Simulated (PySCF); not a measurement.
# What a change does: NMR shielding calculation on C₂H₉NOSi

System: C₂H₉NOSi, SMILES COC[SiH2]N.
Method of run 1: GIAO PBE0/STO-3G NMR shielding, non-relativistic, gas phase (PySCF 2.14.0).

The geometry comes from this level: PBE0-D3(BJ)/def2-SVP. Text and figures count atoms from 1; the logs count them from 0 in places.

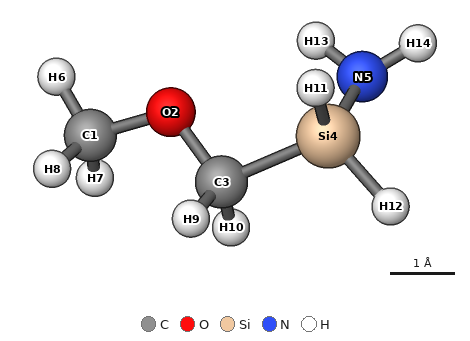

Fig. 1: The structure (ball-and-stick view, seen at a tilt; atoms are numbered from 1 in the order of the input).

**Input file, run 1**
```
{"job": {"kind": "nmr", "xc": "PBE0", "basis": "STO-3G", "pop": true}, "charge": 0, "multiplicity": 1}
C     -2.227044     0.477035     0.126262
O     -0.859238     0.385990     0.376602
C     -0.248676    -0.738328    -0.206508
Si     1.596025    -0.615993     0.196777
N      2.069466     0.947834    -0.377677
H     -2.603250     1.388588     0.612644
H     -2.444540     0.540263    -0.958765
H     -2.779560    -0.393373     0.532962
H     -0.687167    -1.684658     0.175219
H     -0.392001    -0.743912    -1.307888
H      1.776904    -0.863893     1.667165
H      2.361323    -1.676885    -0.529451
H      1.408904     1.690349    -0.164874
H      3.021061     1.273151    -0.247729
```

The first line tells a small driver script what to run in PySCF; the rest is the geometry in Å.

Launched with:
```bash
OMP_NUM_THREADS=1 python <driver script> task.json out
```

Hardware: 1 CPU thread, shared host.

**Output (run 1)**
```
coarse grid: 11528 points
cycle   1  E = -494.6092700194  dE =  3.195e-01  |g| = 5.568e-01  |ddm| = 4.379e+00
cycle   2  E = -494.6217333408  dE = -1.246e-02  |g| = 5.458e-01  |ddm| = 1.511e+00
cycle   3  E = -494.7112261509  dE = -8.949e-02  |g| = 2.441e-02  |ddm| = 7.662e-01
cycle   4  E = -494.7113852198  dE = -1.591e-04  |g| = 1.278e-02  |ddm| = 5.276e-02
cycle   5  E = -494.7114352757  dE = -5.006e-05  |g| = 1.589e-03  |ddm| = 1.883e-02
cycle   6  E = -494.7114361852  dE = -9.095e-07  |g| = 4.715e-04  |ddm| = 3.351e-03
final grid: 104896 points
cycle   7  E = -494.6772900687  dE = -5.077e-06  |g| = 5.765e-03  |ddm| = 1.621e-02
cycle   8  E = -494.6772909245  dE = -8.558e-07  |g| = 5.523e-03  |ddm| = 1.418e-02
cycle   9  E = -494.6772998446  dE = -8.920e-06  |g| = 1.633e-04  |ddm| = 7.024e-03
cycle  10  E = -494.6772998527  dE = -8.054e-09  |g| = 2.620e-05  |ddm| = 2.486e-04
cycle  11  E = -494.6772998529  dE = -2.458e-10  |g| = 6.948e-06  |ddm| = 5.618e-05
converged SCF energy = -494.6772998529

GIAO shielding tensors (ppm)
atom      isotropic    diamagn.    paramagn.     s11        s22        s33       span
  0 C      184.116     246.024     -61.908    158.553    161.698    232.096     73.543
  1 O      381.878     378.992       2.885    363.870    370.550    411.213     47.343
  2 C      187.666     249.837     -62.171    157.787    166.071    239.139     81.353
  3 Si     558.062     868.155    -310.093    523.114    537.351    613.720     90.606
  4 N      337.588     312.670      24.918    295.265    307.285    410.214    114.948
  5 H       30.533      29.667       0.866     26.133     27.457     38.008     11.876
  6 H       31.118      30.553       0.565     27.351     28.662     37.342      9.991
  7 H       31.124      30.065       1.059     27.265     28.542     37.567     10.302
  8 H       31.333      32.141      -0.808     26.572     29.904     37.524     10.952
  9 H       31.080      32.750      -1.670     26.445     30.121     36.675     10.230
 10 H       30.290      31.344      -1.054     26.390     27.667     36.813     10.422
 11 H       30.371      30.526      -0.155     26.579     27.323     37.212     10.633
 12 H       34.022      31.789       2.234     22.649     33.498     45.920     23.271
 13 H       34.522      30.202       4.319     24.781     30.197     48.588     23.807
```

The input of run 2 differs as follows (lines with − go, lines with + come):
```diff
-"basis": "STO-3G"
+"basis": "6-311+G(2d,p)"
```

How does run 2 compare with run 1?

The total energy of run 2 is 3847.5 kcal/mol lower, which measures the change of basis and not a stability. The HOMO goes from −3.54 to −7.29 eV. The LUMO goes from 7.92 to 0.09 eV. The dipole moment goes from 0.39 to 0.79 D. Of all shieldings, the largest change is that of Si4, by −179.6 ppm. Diffuse functions give room to the loosely bound empty orbitals, which lowers the LUMO. The SCF takes 14 iterations against 11. The basis functions go from 38 to 197.

**Output (run 2)**
```
coarse grid: 11528 points
cycle   1  E = -500.7290693720  dE =  3.025e-01  |g| = 6.340e-01  |ddm| = 2.736e+00
cycle   2  E = -500.6248407115  dE =  1.042e-01  |g| = 9.642e-01  |ddm| = 1.191e+00
cycle   3  E = -500.8068739533  dE = -1.820e-01  |g| = 7.656e-02  |ddm| = 7.655e-01
cycle   4  E = -500.8076781823  dE = -8.042e-04  |g| = 3.570e-02  |ddm| = 6.292e-02
cycle   5  E = -500.8079020541  dE = -2.239e-04  |g| = 1.068e-02  |ddm| = 2.610e-02
cycle   6  E = -500.8079234984  dE = -2.144e-05  |g| = 2.108e-03  |ddm| = 7.977e-03
cycle   7  E = -500.8079245033  dE = -1.005e-06  |g| = 4.776e-04  |ddm| = 1.958e-03
final grid: 104896 points
cycle   8  E = -500.8087102374  dE = -3.808e-05  |g| = 1.144e-02  |ddm| = 3.710e-02
cycle   9  E = -500.8086863729  dE =  2.386e-05  |g| = 1.625e-02  |ddm| = 1.443e-02
cycle  10  E = -500.8087337313  dE = -4.736e-05  |g| = 1.325e-03  |ddm| = 8.990e-03
cycle  11  E = -500.8087341116  dE = -3.803e-07  |g| = 2.218e-04  |ddm| = 1.186e-03
cycle  12  E = -500.8087341222  dE = -1.065e-08  |g| = 8.862e-05  |ddm| = 2.488e-04
cycle  13  E = -500.8087341238  dE = -1.557e-09  |g| = 2.544e-05  |ddm| = 7.360e-05
cycle  14  E = -500.8087341239  dE = -1.306e-10  |g| = 5.880e-06  |ddm| = 2.141e-05
converged SCF energy = -500.8087341239

GIAO shielding tensors (ppm)
atom      isotropic    diamagn.    paramagn.     s11        s22        s33       span
  0 C      123.979     241.547    -117.568     92.415     93.883    185.638     93.223
  1 O      330.310     382.066     -51.756    317.906    329.364    343.660     25.753
  2 C      123.401     248.079    -124.678     93.044    100.833    176.326     83.283
  3 Si     378.479     878.747    -500.268    348.171    357.972    429.295     81.124
  4 N      258.741     319.211     -60.470    238.771    253.471    283.980     45.209
  5 H       27.854      29.200      -1.346     24.042     25.403     34.116     10.074
  6 H       28.377      28.693      -0.316     24.798     26.378     33.956      9.158
  7 H       28.333      28.492      -0.159     24.801     26.185     34.013      9.212
  8 H       28.396      31.160      -2.764     25.452     26.941     32.796      7.344
  9 H       28.200      31.587      -3.387     25.156     26.718     32.726      7.570
 10 H       26.243      28.673      -2.429     22.953     24.354     31.422      8.469
 11 H       26.707      28.716      -2.008     23.764     24.847     31.511      7.746
 12 H       31.251      32.993      -1.743     23.100     30.186     40.465     17.365
 13 H       31.924      30.147       1.777     24.993     27.472     43.306     18.314
```

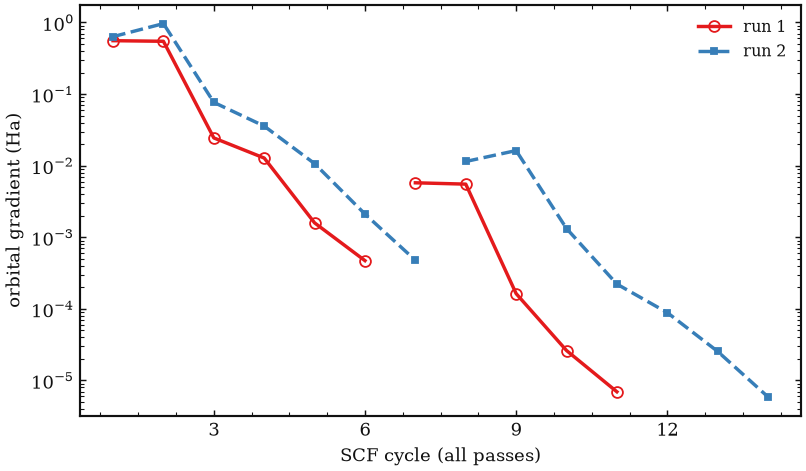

Fig. 2: Convergence of the two runs: orbital gradient against the SCF cycle. A break in a curve parts two SCF passes (coarse and final grid). Run 1 takes 11 cycles in all, and run 2 takes 14.

**The two runs side by side**

```csv
quantity,run 1,run 2
outcome,converged,converged
total energy (hartree),−494.677300,−500.808734
HOMO (eV),−3.54,−7.29
LUMO (eV),7.92,0.09
dipole moment (D),0.39,0.79
shielding of C1 (ppm),184.1,124.0
shielding of O2 (ppm),381.9,330.3
shielding of C3 (ppm),187.7,123.4
shielding of Si4 (ppm),558.1,378.5
shielding of N5 (ppm),337.6,258.7
shielding of H11 (ppm),30.3,26.2
shielding of H12 (ppm),30.4,26.7
SCF iterations,11,14
basis functions,38,197
wall time (shared host),2.7 s,20 s
```
